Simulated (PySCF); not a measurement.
System: Tl₂ (triplet).

```yaml
atoms:
  - { symbol: Tl, position_ang: [0.0000, 0.0000, -1.5740] }
  - { symbol: Tl, position_ang: [0.0000, 0.0000, 1.5740] }
```

Core potentials replace the inner electrons of Tl.

All numbers below come from PBE0/def2-SVPD, non-relativistic Hamiltonian with scalar-relativistic core potentials where named, at a bond length of 3.148 Å (PySCF).

Q: What will maps of the electron density, electron localisation function and spin density show?

A: Tl–Tl (3.15 Å): the density is about 0.2 e/Å³ at the midpoint; the ELF is about 0.30 at the midpoint.
The unpaired spin (2 electrons) lies mostly on Tl1 (about 1.0) and Tl2 (about 1.0), in electrons by Hirshfeld's partition.

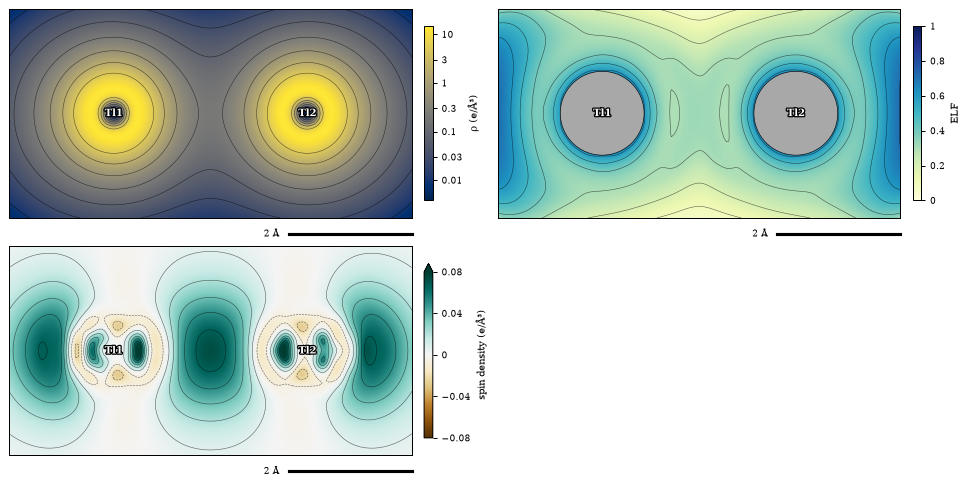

Computed electron density, electron localisation function and spin density on a plane that holds the molecular axis, in this order. Grey discs cover the atomic cores in the ELF map. 
